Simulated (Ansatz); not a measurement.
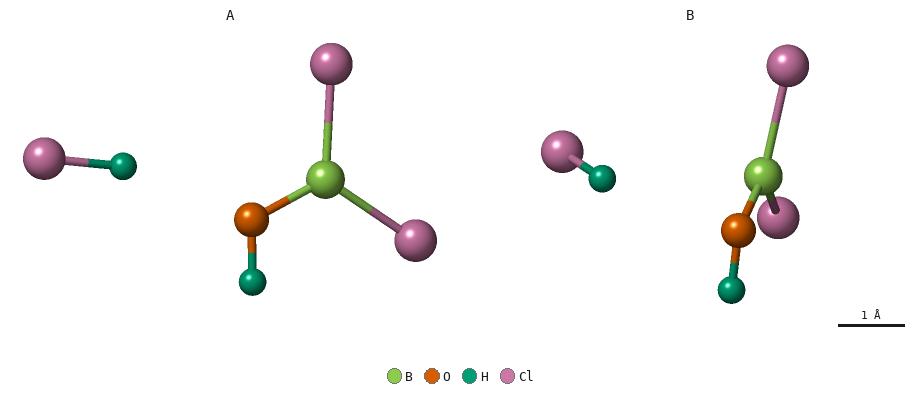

Two geometries of BH2OCl3, drawn at one scale. One is the start of a relaxation, the other its converged end. Style: ball-and-stick. Shown at a tilt.

The calculation used RHF/cc-pVDZ in Ansatz 0.2.0. (no spin polarisation; force threshold 0.03 eV/Å; at most 50 steps)

Which geometry has the lower energy?

Answer. Structure A is the relaxed one. The run prepares an end point of a later path (reaction) calculation, from a guessed geometry. The energy falls by 6.33 kcal/mol in 24 accepted moves (31 points after the start). Largest force component: 1.2 eV/Å at the start, 0.023 eV/Å at the end. The line search rejected the trial steps at points 6, 9, 13, 16, 20, 23, 30 of the run. The forces were under the threshold at step 24, but the run went on from there. The largest move after the best rigid fit is that of a Cl atom, 1.72 Å. By element the largest moves are Cl 1.72 Å, O 0.93 Å, H 0.71 Å, B 0.39 Å. Among the contacts that change: Cl–H 1.321 → 1.281 Å, B–O 1.370 → 1.338 Å. Cost: 100 s on 1 thread of Intel(R) Xeon(R) Platinum 8259CL CPU @ 2.50GHz (Skylake/Cascade Lake), with other jobs on the host, peak memory 0.21 GiB.

Limits of the set-up: the start holds two separate molecules, 2.2 Å apart at their closest, whose relative position is a soft coordinate and is computed without a dispersion correction; Hartree-Fock leaves out electron correlation.
